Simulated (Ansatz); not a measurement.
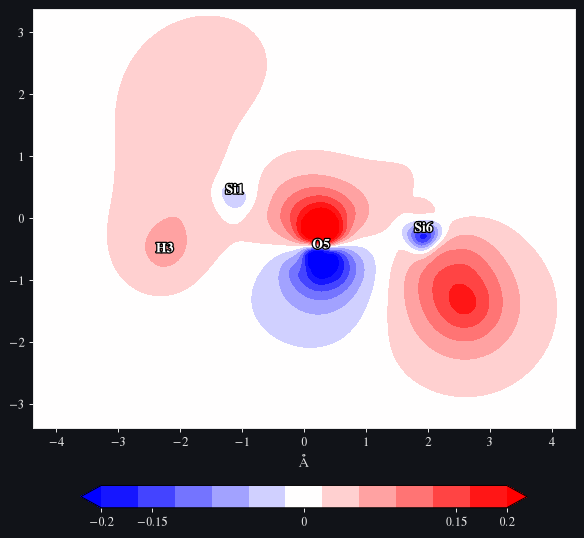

The picture shows: ClH$_{5}$OSi$_{2}$. The HOMO−1 on the plane of atoms H3, Si1 and O5 (values in Å⁻³ᐟ²; the overall sign is arbitrary).

These are results of RKS PBE-D4/6-31G* in Ansatz 0.2.0, not measurements.

```xyz
9

Si    0.0564    0.0209    0.0458
Cl    0.2350    0.6111    2.0342
H     1.3984    0.1486   -0.5884
H    -0.9613    0.9251   -0.5733
O    -0.4090   -1.5604   -0.0633
Si   -1.6891   -2.5250    0.4392
H    -1.5456   -2.8701    1.8895
H    -2.9941   -1.8141    0.2267
H    -1.6523   -3.7713   -0.3857
```

> What is the character of this orbital?

Its weight (Hirshfeld) is mainly on O5 (about 35 %), Cl2 (about 30 %), Si6 (about 15 %) and H7 (about 10 %). Its energy is −7.60 eV.
